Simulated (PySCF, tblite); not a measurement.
# C₅H₁₁ClOSi: geometry, infrared bands and NMR shifts

What infrared bands and NMR shifts should C₅H₁₁ClOSi (`C=C[Si@@H](Cl)[C@H](C)OC`) show?

Programs: tblite 0.8.0 and PySCF 2.14.0, with density-fitted response routines of our own. Each step states its level of theory. These are calculated values for one molecule in the gas phase, unless marked as measured. Atoms are numbered from 0 throughout.

## (1) The starting structure

19 atoms, charge 0, multiplicity 1; geometry from: force field or distance geometry start.

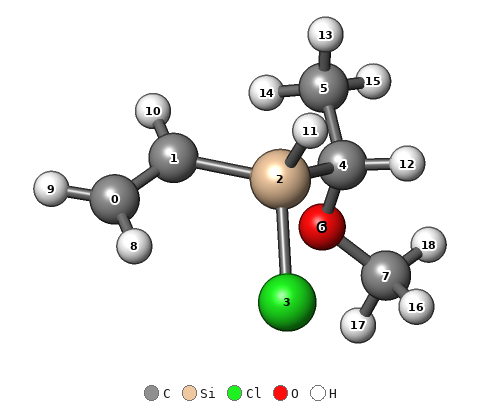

As it starts; carbon grey, silicon light orange, chlorine green, oxygen red, hydrogen white, atoms numbered.

## (2) Optimising the geometry with GFN2-xTB

What the job is given:

```
{"job": {"kind": "relax", "xc": "GFN2-xTB", "basis": "xTB"}, "charge": 0, "multiplicity": 1}
C      3.247600    -0.548900    -0.018600
C      2.150400     0.136800     0.340000
Si     0.832300     0.546600    -0.860000
Cl     0.855800    -0.976300    -2.299100
C     -0.863800     0.511100    -0.075100
C     -0.918800     1.224400     1.254100
O     -1.147400    -0.813400     0.190800
C     -2.290900    -1.290100    -0.417700
H      3.303300    -0.842100    -1.059700
H      4.037400    -0.814200     0.656600
H      2.099900     0.421100     1.396900
H      1.128700     1.844000    -1.511700
H     -1.594400     0.999400    -0.742300
H     -0.512300     2.238200     1.207500
H     -0.475400     0.604600     2.066500
H     -2.019600     1.295700     1.500400
H     -2.284300    -1.247500    -1.510700
H     -2.328100    -2.398600    -0.164300
H     -3.230100    -0.881400     0.038700
```

Run with:

```sh
$ OMP_NUM_THREADS=1 python probes_run.py task.json out
```

The driver reads the jobs from task.json and runs them one after another.

Output:

```text
step      E/eV     max force
  0    -724.62934    2.471
  1    -724.86705    1.248
  2    -724.91990    0.891
  3    -724.95034    0.536
  4    -724.97454    0.385
  5    -724.99216    0.421
  6    -725.00477    0.271
  7    -725.01323    0.215
  8    -725.02069    0.201
  9    -725.02679    0.225
 10    -725.03171    0.196
 11    -725.03537    0.124
 12    -725.03792    0.115
 13    -725.04019    0.146
 14    -725.04288    0.146
 15    -725.04592    0.145
 16    -725.04901    0.151
 17    -725.05159    0.110
 18    -725.05342    0.092
 19    -725.05485    0.087
 20    -725.05621    0.112
 21    -725.05756    0.099
 22    -725.05884    0.099
 23    -725.05998    0.080
 24    -725.06096    0.071
 25    -725.06182    0.061
 26    -725.06247    0.065
 27    -725.06289    0.039
 28    -725.06322    0.042
 29    -725.06360    0.051
 30    -725.06414    0.085
 31    -725.06481    0.095
 32    -725.06551    0.072
 33    -725.06618    0.056
 34    -725.06693    0.075
 35    -725.06785    0.089
 36    -725.06882    0.075
 37    -725.06955    0.074
 38    -725.07006    0.071
 39    -725.07059    0.067
 40    -725.07135    0.081
 41    -725.07228    0.078
 42    -725.07318    0.066
 43    -725.07391    0.072
 44    -725.07459    0.072
 45    -725.07546    0.073
 46    -725.07649    0.080
 47    -725.07746    0.071
 48    -725.07831    0.067
 49    -725.07913    0.069
 50    -725.07992    0.116
 51    -725.08087    0.081
 52    -725.08196    0.079
 53    -725.08310    0.080
 54    -725.08393    0.083
 55    -725.08532    0.102
 56    -725.08683    0.103
 57    -725.08791    0.096
 58    -725.08921    0.143
 59    -725.09017    0.095
 60    -725.09135    0.065
 61    -725.09197    0.071
 62    -725.09340    0.078
 63    -725.09441    0.068
 64    -725.09536    0.053
 65    -725.09620    0.070
 66    -725.09740    0.093
 67    -725.09885    0.088
 68    -725.09999    0.061
 69    -725.10064    0.052
 70    -725.10113    0.077
 71    -725.10168    0.068
 72    -725.10245    0.083
 73    -725.10352    0.098
 74    -725.10441    0.096
 75    -725.10584    0.127
 76    -725.10787    0.128
 77    -725.11014    0.096
 78    -725.11168    0.090
 79    -725.11288    0.086
 80    -725.11403    0.136
 81    -725.11555    0.145
 82    -725.11702    0.093
 83    -725.11887    0.073
 84    -725.11966    0.079
 85    -725.12194    0.106
 86    -725.12342    0.099
 87    -725.12431    0.100
 88    -725.12499    0.072
 89    -725.12556    0.056
 90    -725.12718    0.072
 91    -725.12808    0.085
 92    -725.12935    0.071
 93    -725.13019    0.079
 94    -725.13097    0.051
 95    -725.13150    0.050
 96    -725.13196    0.045
 97    -725.13242    0.048
 98    -725.13279    0.036
 99    -725.13306    0.043
100    -725.13326    0.038
101    -725.13342    0.032
102    -725.13357    0.020
103    -725.13368    0.019
104    -725.13376    0.028
105    -725.13384    0.023
106    -725.13395    0.023
107    -725.13409    0.024
108    -725.13424    0.029
109    -725.13436    0.021
110    -725.13442    0.016
111    -725.13445    0.014
112    -725.13448    0.014
113    -725.13450    0.009
```

It took 0.9 s on 1 thread of Arm Neoverse V2, shared host.

Step by step: (not every step is listed)

| step | energy from step 0 (eV) | largest force (eV/Å) |
| --- | --- | --- |
| 0 | 0.0000 | 2.4714 |
| 1 | -0.2377 | 1.2478 |
| 2 | -0.2906 | 0.8908 |
| 3 | -0.3210 | 0.5358 |
| 4 | -0.3452 | 0.3848 |
| 5 | -0.3628 | 0.4211 |
| 6 | -0.3754 | 0.2705 |
| 7 | -0.3839 | 0.2147 |
| 8 | -0.3913 | 0.2010 |
| 18 | -0.4241 | 0.0917 |
| 28 | -0.4339 | 0.0417 |
| 38 | -0.4407 | 0.0710 |
| 48 | -0.4490 | 0.0670 |
| 58 | -0.4599 | 0.1431 |
| 68 | -0.4707 | 0.0614 |
| 78 | -0.4823 | 0.0904 |
| 88 | -0.4957 | 0.0724 |
| 98 | -0.5035 | 0.0361 |
| 108 | -0.5049 | 0.0287 |
| 109 | -0.5050 | 0.0206 |
| 110 | -0.5051 | 0.0158 |
| 111 | -0.5051 | 0.0141 |
| 112 | -0.5051 | 0.0140 |
| 113 | -0.5052 | 0.0094 |

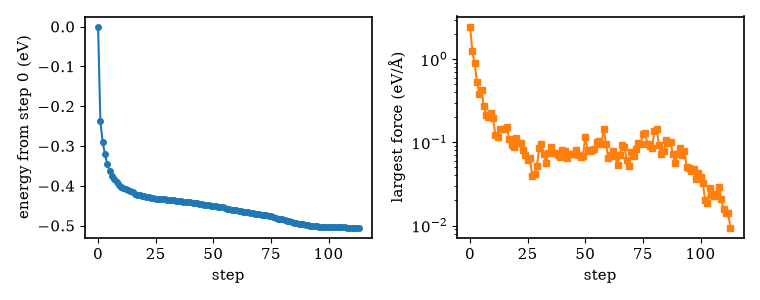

Energy and largest force along the relaxation.

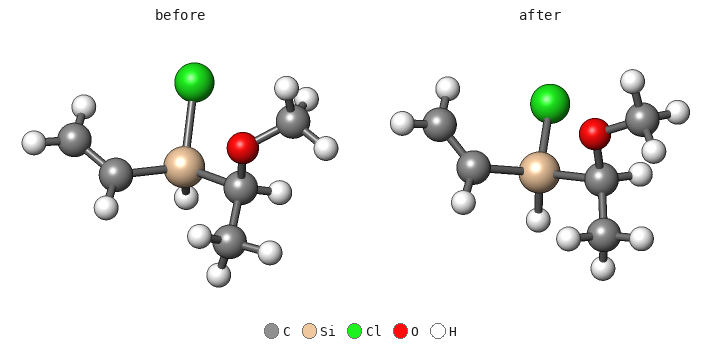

Before and after, at one scale.

Close pairs (by a distance rule), those that changed most:

| bond | before (Å) | after (Å) | change (Å) |
| --- | --- | --- | --- |
| Si2–Cl3 | 2.095 | 2.013 | -0.082 |
| C1–Si2 | 1.829 | 1.881 | +0.052 |
| Si2–C4 | 1.869 | 1.922 | +0.052 |
| C7–H17 | 1.138 | 1.089 | -0.049 |
| C4–O6 | 1.380 | 1.422 | +0.042 |
| C5–H15 | 1.130 | 1.089 | -0.042 |
| C5–H14 | 1.114 | 1.087 | -0.027 |
| C7–H18 | 1.121 | 1.096 | -0.026 |

The final coordinates are the input of the step that follows.

## (3) Infrared spectrum with GFN2-xTB

What the job is given:

```
{"job": {"kind": "ir", "xc": "GFN2-xTB", "basis": "xTB"}, "charge": 0, "multiplicity": 1}
C      3.067624    -0.907433     0.018372
C      2.207879     0.052042     0.327880
Si     0.994063     0.836481    -0.876647
Cl     1.207451     0.027656    -2.708087
C     -0.810069     0.525917    -0.292668
C     -1.184609     1.291788     0.974417
O     -0.856724    -0.884612    -0.116707
C     -2.144800    -1.439208    -0.065554
H      3.131199    -1.308097    -0.980190
H      3.741824    -1.337119     0.743369
H      2.188442     0.415464     1.348069
H      1.220507     2.283190    -0.987088
H     -1.517636     0.809123    -1.089890
H     -0.996283     2.352062     0.830233
H     -0.585559     0.937998     1.809692
H     -2.236530     1.160535     1.221803
H     -2.733519    -1.151765    -0.945903
H     -2.016261    -2.520209    -0.055276
H     -2.686802    -1.134564     0.836712
```

Output:

```text
mode    cm-1     km/mol
  1      28.6      0.45
  2      40.0      0.08
  3      60.4      2.11
  4     104.1      0.49
  5     110.7      1.46
  6     126.3      3.40
  7     179.2      1.49
  8     211.0      3.78
  9     246.6     13.06
 10     266.9      3.84
 11     353.9      7.88
 12     385.5      5.34
 13     434.7      5.54
 14     506.7     45.18
 15     512.7     49.41
 16     628.0    135.60
 17     659.0     68.24
 18     698.3    186.59
 19     757.4    138.06
 20     895.6     20.81
 21     923.1     11.77
 22    1005.4      2.60
 23    1012.0     19.42
 24    1023.4     16.13
 25    1040.0     12.46
 26    1090.8     36.41
 27    1114.5     52.00
 28    1132.0      4.13
 29    1156.5      3.65
 30    1266.7     15.97
 31    1273.8      5.52
 32    1317.9      8.88
 33    1399.2      5.69
 34    1406.6      2.61
 35    1414.6     10.22
 36    1472.1      3.80
 37    1486.7      1.81
 38    1496.9      2.20
 39    1505.7      4.06
 40    1662.1     12.83
 41    2201.1    258.87
 42    2819.5     69.55
 43    2900.7     52.00
 44    2927.0     53.59
 45    3017.3     46.97
 46    3023.1     19.63
 47    3034.4     26.10
 48    3042.1     32.51
 49    3043.3     20.61
 50    3079.9     33.44
 51    3110.2     40.81
```

Run time: 0.73 s. Hardware: 1 thread of Arm Neoverse V2, shared host.

Which atoms move in the most intense modes:

| cm⁻¹ | km/mol | atoms |
| --- | --- | --- |
| 628 | 135.6 | H11 86 % |
| 659 | 68.2 | H11 64 %, C4 14 % |
| 698 | 186.6 | Si2 25 %, H11 21 %, C1 19 %, C4 11 % |
| 757 | 138.1 | Si2 38 %, C1 15 %, C4 14 % |
| 1114 | 52.0 | O6 25 %, C4 24 %, C7 11 %, H13 10 % |
| 2201 | 258.9 | H11 97 % |
| 2820 | 69.5 | H12 93 % |
| 2927 | 53.6 | H18 74 %, H16 21 % |

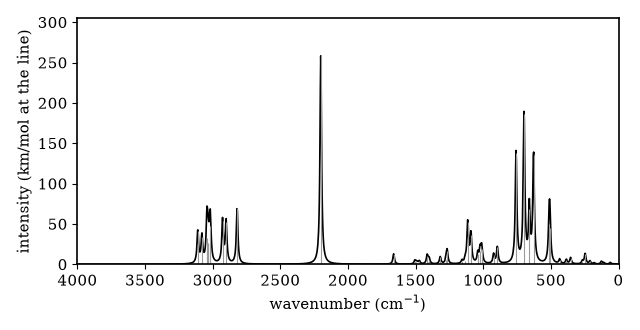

The infrared spectrum from these modes, unscaled. Lines are broadened to a width of 14 cm⁻¹ (Lorentzian).

## (4) NMR shieldings: PBE0/pcSseg-1

Settings changed since step 3:

```diff
@@ -1,2 +1,2 @@
-{"job": {"kind": "ir", "xc": "GFN2-xTB", "basis": "xTB"}, "charge": 0, "multiplicity": 1}
+{"job": {"kind": "nmr", "xc": "PBE0", "basis": "pcSseg-1"}, "charge": 0, "multiplicity": 1}
 C      3.067624    -0.907433     0.018372
```

With the program's defaults for keys left out, this is: GIAO PBE0/pcSseg-1 NMR shielding, non-relativistic, gas phase.

Output:

```text
coarse grid: 16584 points
cycle   1  E = -1021.2796668782  dE =  7.650e-01  |g| = 6.277e-01  |ddm| = 3.805e+00
cycle   2  E = -1021.2169514312  dE =  6.272e-02  |g| = 8.620e-01  |ddm| = 1.379e+00
cycle   3  E = -1021.3633428619  dE = -1.464e-01  |g| = 1.106e-01  |ddm| = 8.884e-01
cycle   4  E = -1021.3654408238  dE = -2.098e-03  |g| = 3.551e-02  |ddm| = 1.034e-01
cycle   5  E = -1021.3657097683  dE = -2.689e-04  |g| = 6.259e-03  |ddm| = 3.272e-02
cycle   6  E = -1021.3657180982  dE = -8.330e-06  |g| = 2.304e-03  |ddm| = 8.226e-03
final grid: 150016 points
cycle   7  E = -1021.4236194220  dE = -4.099e-05  |g| = 1.247e-02  |ddm| = 2.860e-02
cycle   8  E = -1021.4235929632  dE =  2.646e-05  |g| = 1.707e-02  |ddm| = 1.873e-02
cycle   9  E = -1021.4236513785  dE = -5.842e-05  |g| = 1.954e-03  |ddm| = 1.143e-02
cycle  10  E = -1021.4236522265  dE = -8.480e-07  |g| = 3.193e-04  |ddm| = 1.971e-03
cycle  11  E = -1021.4236522461  dE = -1.960e-08  |g| = 1.354e-04  |ddm| = 3.546e-04
cycle  12  E = -1021.4236522502  dE = -4.037e-09  |g| = 4.060e-05  |ddm| = 1.280e-04
cycle  13  E = -1021.4236522505  dE = -3.856e-10  |g| = 7.634e-06  |ddm| = 4.336e-05
converged SCF energy = -1021.4236522505

GIAO shielding tensors (ppm)
atom      isotropic    diamagn.    paramagn.     s11        s22        s33       span
  0 C       40.902     252.761    -211.859    -88.850     37.584    173.971    262.821
  1 C       49.972     262.425    -212.453    -65.620     41.275    174.262    239.881
  2 Si     355.237     879.854    -524.617    310.127    355.306    400.278     90.151
  3 Cl    1010.716    1149.870    -139.155    966.877   1019.873   1045.397     78.520
  4 C      110.355     251.859    -141.504     87.165     90.770    153.130     65.965
  5 C      172.406     249.521     -77.116    152.243    177.070    187.904     35.661
  6 O      309.844     401.689     -91.845    262.762    311.712    355.057     92.295
  7 C      127.241     244.358    -117.117     86.300    111.037    184.388     98.088
  8 H       25.284      31.333      -6.049     21.391     23.692     30.769      9.378
  9 H       25.058      28.674      -3.616     21.853     24.591     28.730      6.877
 10 H       25.362      32.517      -7.155     23.281     24.458     28.347      5.067
 11 H       26.531      28.636      -2.105     22.607     25.234     31.752      9.146
 12 H       28.501      33.259      -4.758     25.667     29.175     30.661      4.994
 13 H       30.777      30.369       0.408     26.571     28.698     37.062     10.491
 14 H       30.784      32.268      -1.484     26.489     29.554     36.309      9.820
 15 H       29.648      30.659      -1.011     24.619     28.484     35.839     11.220
 16 H       28.818      29.853      -1.036     24.595     26.663     35.196     10.601
 17 H       27.860      29.769      -1.908     23.652     25.280     34.649     10.998
 18 H       27.964      30.362      -2.398     23.325     25.990     34.576     11.251
```

It took 46 s on 1 thread of Arm Neoverse V2, shared host; peak memory 0.93 GiB.

Shifts follow as δ = σ(reference) − σ, with reference shieldings (ppm) from runs at the same level and on the same kind of geometry: 1H TMS 31.72, 13C TMS 186.9, 29Si TMS 349.2, 17O H2O 336.1, 35Cl HCl 950. The references are single molecules in the gas phase, so shifts against H2O, NH3, PH3, H3PO4 or CFCl3 are not on the usual liquid scales and can be off by tens of ppm. Atoms listed in one row are averaged.

| atoms | environment | σ (ppm) | δ (ppm) | δ scaled to CDCl3 |
| --- | --- | --- | --- | --- |
| C0 | terminal =CH2 carbon | 40.9 | 146.0 | 140.6 |
| C1 | alkene CH | 50.0 | 137.0 | 131.8 |
| C4 | sp3 CH bonded to O and Si | 110.4 | 76.6 | 72.8 |
| C7 | methyl carbon bonded to O | 127.2 | 59.7 | 56.3 |
| C5 | methyl carbon | 172.4 | 14.5 | 12.3 |
| H9 | hydrogen on a terminal =CH2 carbon | 25.06 | 6.66 | 6.38 |
| H8 | hydrogen on a terminal =CH2 carbon | 25.28 | 6.43 | 6.17 |
| H10 | hydrogen on an alkene CH | 25.36 | 6.35 | 6.10 |
| H11 | hydrogen on a silicon bonded to 2 C, Cl | 26.53 | 5.19 | – |
| H16, H17, H18 | hydrogen on a methyl carbon bonded to O | 28.21 | 3.50 | 3.41 |
| H12 | hydrogen on an sp3 CH bonded to O and Si | 28.50 | 3.22 | 3.14 |
| H13, H14, H15 | hydrogen on a methyl carbon | 30.40 | 1.31 | 1.34 |
| Si2 | silicon bonded to 2 C, Cl, H | 355.2 | -6.1 | – |
| Cl3 | chlorine bonded to Si | 1011 | -61 | – |
| O6 | ether oxygen | 309.8 | 26.2 | – |

The scaled column applies a straight-line fit of computed shieldings to shifts measured in CDCl3, with any fitted terms for Cl, Br or S neighbours (root-mean-square error 0.16 ppm for H, 1.9 ppm for C).

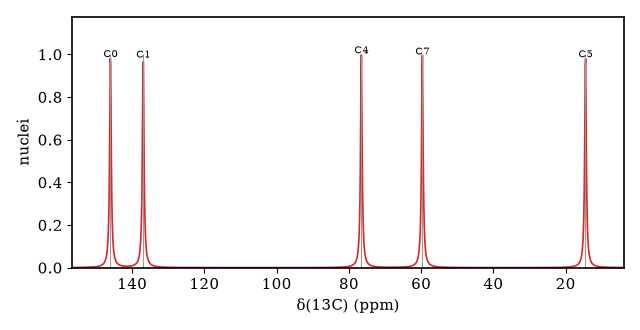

13C lines at the computed shifts, without couplings. Lines are broadened to a width of 0.53 ppm (Lorentzian).

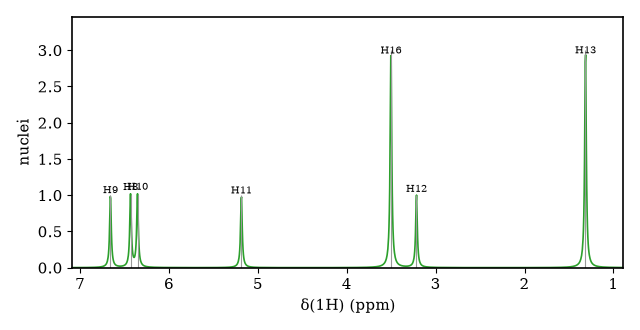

1H lines at the computed shifts, without couplings. Lines are broadened to a width of 0.02 ppm (Lorentzian).

The run also stored atomic charges by several schemes (e):

| atoms | Mulliken | IAO | Hirshfeld | ESP fit |
| --- | --- | --- | --- | --- |
| C0 | -0.14 | -0.26 | -0.08 | -0.37 |
| C1 | -0.49 | -0.43 | -0.14 | -0.15 |
| Si2 | 0.93 | 0.94 | 0.35 | 0.19 |
| Cl3 | -0.33 | -0.31 | -0.11 | -0.16 |
| C4 | -0.27 | -0.18 | -0.04 | 0.23 |
| C5 | -0.25 | -0.44 | -0.13 | -0.44 |
| O6 | -0.52 | -0.40 | -0.14 | -0.31 |
| C7 | -0.01 | -0.20 | -0.04 | -0.19 |

IAO charges:

C0 -0.26; C1 -0.43; Si2 0.94; Cl3 -0.31; C4 -0.18; C5 -0.44; O6 -0.40; C7 -0.20; H8 0.15; H9 0.15; H10 0.15; H11 -0.14; H12 0.12; H13 0.15; H14 0.14; H15 0.14; H16 0.12; H17 0.16; H18 0.12

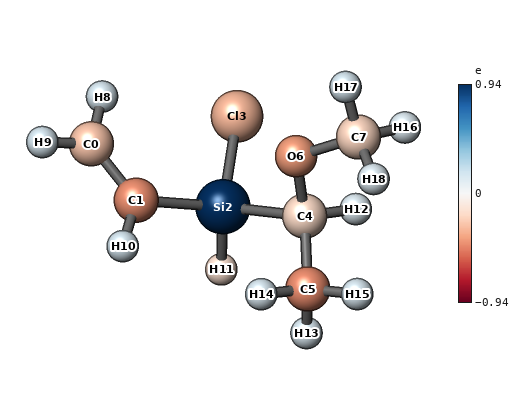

IAO charges, as colours on the atoms.

Mayer bond orders: C0–C1 2.01, C1–Si2 0.89, Si2–Cl3 0.99, Si2–C4 0.83, C4–C5 1.04, C4–O6 0.87, O6–C7 0.93.

Orbitals, density, ELF and potential are computed afterwards from the orbital file.

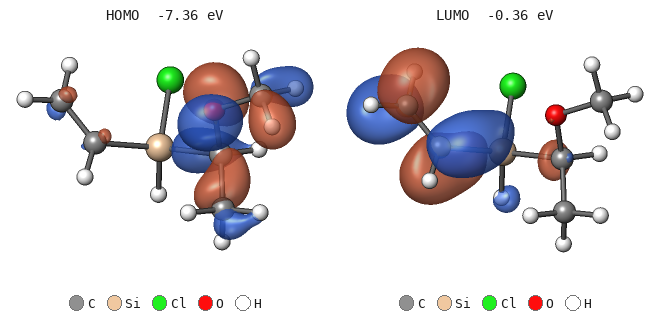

Frontier orbitals at PBE0/pcSseg-1; each surface holds 70 % of the orbital's density, blue and red mark the sign.

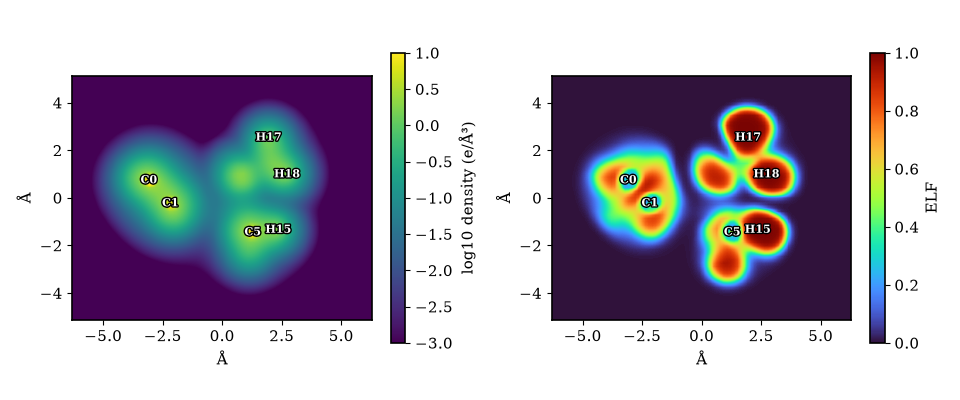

Density (left) and ELF (right) in a plane through or near 6 of the atoms.

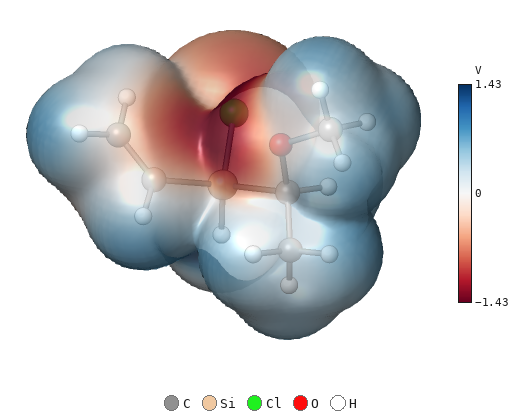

The potential that a unit positive charge feels on the 0.002 e/bohr³ surface, from -1.43 V near O6 to 0.91 V near H10.

## (5) Outcome

```
                                                              quantity                                         value
                             strongest single infrared mode (GFN2-xTB)                         2201 cm⁻¹, 259 km/mol
                                          zero-point energy (GFN2-xTB)                                 92.4 kcal/mol
                                13C shifts against TMS (PBE0/pcSseg-1)            146.0, 137.0, 76.6, 59.7, 14.5 ppm
1H shifts against TMS (PBE0/pcSseg-1, means over atoms taken as alike)  6.66, 6.43, 6.35, 5.19, 3.50, 3.22, 1.31 ppm
                               29Si shifts against TMS (PBE0/pcSseg-1)                                      -6.1 ppm
                               35Cl shifts against HCl (PBE0/pcSseg-1)                                       -61 ppm
                                17O shifts against H2O (PBE0/pcSseg-1)                                      26.2 ppm
                                 surface potential, least and greatest                            -1.43 V and 0.91 V
```

In words: The optimisation took 113 steps and gained 0.505 eV; among the close pairs (by a distance rule), Si2–Cl3 changed most, from 2.095 to 2.013 Å. All 51 modes are real, so the xTB geometry is a minimum. The strongest single mode, at 2201 cm⁻¹, moves mainly H11. GFN2-xTB is a fitted tight-binding method: band positions and strengths are rough. Its intensities can rank the bands wrongly. The most deshielded carbon is C0 (terminal =CH2 carbon), at 146.0 ppm: the olefinic region. At PBE0/pcSseg-1: The largest span, 263 ppm, is at C0, where the paramagnetic term is -212 ppm. By nearest atom (PBE0/pcSseg-1), the HOMO sits on O6 52 %; C4 9 % and the LUMO on C0, C1 about 29 % each; H8, H9 about 8 % each.
